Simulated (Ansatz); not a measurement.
```
Sm Hf W
1.0
     4.21634    0.00000    0.00000
     0.00000    4.21634    0.00000
     0.00000    0.00000    4.90118
Sm Hf W
1 1 1
Cartesian
  0.0000 0.0000 0.0000
  2.1082 2.1082 0.0000
  2.1082 2.1082 2.4506
```

Space group P4/mmm; a structure generated by program, which may or may not match a known phase; computed without spin polarisation; no Hubbard U on the f states and no spin–orbit coupling.

These are results of DFT PBE, scalar-relativistic, plane waves, PAW; 4f electrons in the core of a trivalent norm-conserving potential in Ansatz 0.2.0, not measurements.

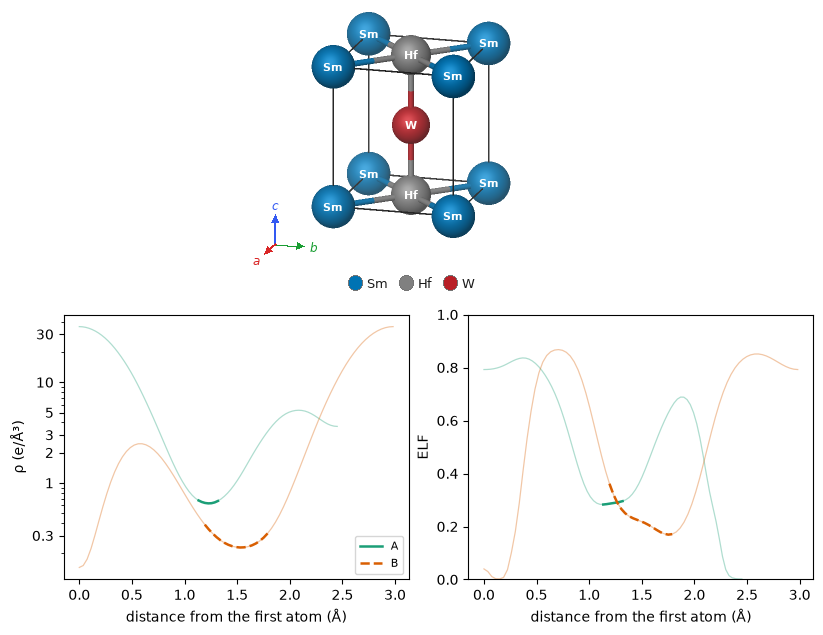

SmHfW. Valence pseudo-density and electron localisation function along straight lines between neighbouring atoms. Thin, pale parts lie inside the atomic spheres. The structure is drawn too.

The density is the valence pseudo-density of a pseudopotential calculation; it isn't the true density close to the nuclei.

Question: Which curve belongs to which contact (Hf–W and Sm–Hf)? The first atom named is at distance zero.

Answer: Curve A: Hf–W (2.45 Å): ρ is about 0.63 e/Å³ halfway; the ELF is about 0.30 at the midpoint; no shared electron pair shows on this line. Curve B: Sm–Hf (2.98 Å): ρ is about 0.23 e/Å³ halfway; the ELF is about 0.20 at the midpoint; no shared electron pair shows on this line.
